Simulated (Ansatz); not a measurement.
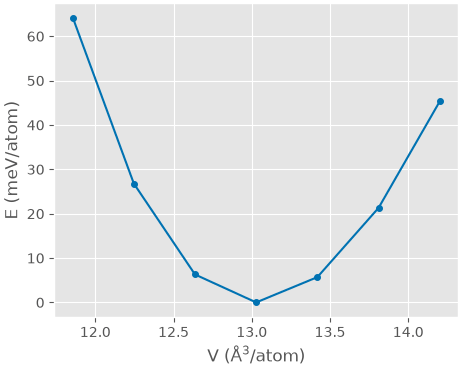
*Si2Ni (fluorite or antifluorite type, Fm-3m) under volume change, plane-wave PAW r²SCAN (Ansatz code), scaled uniformly.*

Task: What does a third-order Birch–Murnaghan fit give for V₀, B₀ and B′?

Result: V₀ = 13.03 Å³/atom, B₀ = 162 GPa, B′ = 4.9.

The r²SCAN relaxation kept the symmetry of its start; of distortions, only those at the zone centre were tested. The run is not spin-polarised.

Potentials: the earlier of the program's two PAW sets.
